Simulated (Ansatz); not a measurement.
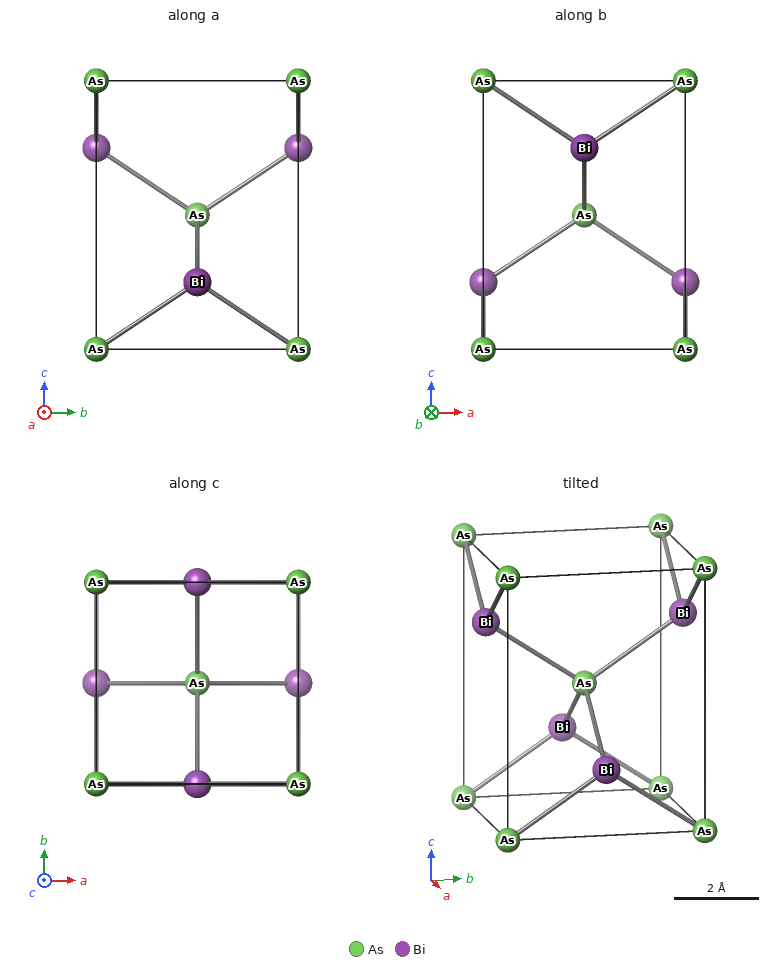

Figure: ball-and-stick view along the a axis, along the b axis, along the c axis and slightly off an axis. Atoms at the boundary of the conventional unit cell (the box) are drawn once for each face, edge or corner they touch.

Lattice parameters: a = 4.8399 Å, b = 4.8399 Å, c = 6.4380 Å, α = 90.000°, β = 90.000°, γ = 90.000°.

**Give the atomic positions as a CIF in P1 with every atom of the cell.**

```cif
data_structure
_symmetry_space_group_name_H-M 'P 1'
_symmetry_Int_Tables_number 1
_cell_length_a 4.8399
_cell_length_b 4.8399
_cell_length_c 6.4380
_cell_angle_alpha 90.000
_cell_angle_beta 90.000
_cell_angle_gamma 90.000
_cell_volume 150.81
loop_
_atom_site_label
_atom_site_type_symbol
_atom_site_fract_x
_atom_site_fract_y
_atom_site_fract_z
_atom_site_occupancy
As1 As 0.0000 0.0000 0.0000 1
Bi1 Bi 0.0000 0.5000 0.2500 1
As2 As 0.5000 0.5000 0.5000 1
Bi2 Bi 0.5000 0.0000 0.7500 1
```

It goes back to a structure type filled with these elements by a generator (whether the compound takes this form wasn't checked). The cell was then strained or its atoms displaced on purpose. Ansatz was used for an electronic-structure calculation on it.
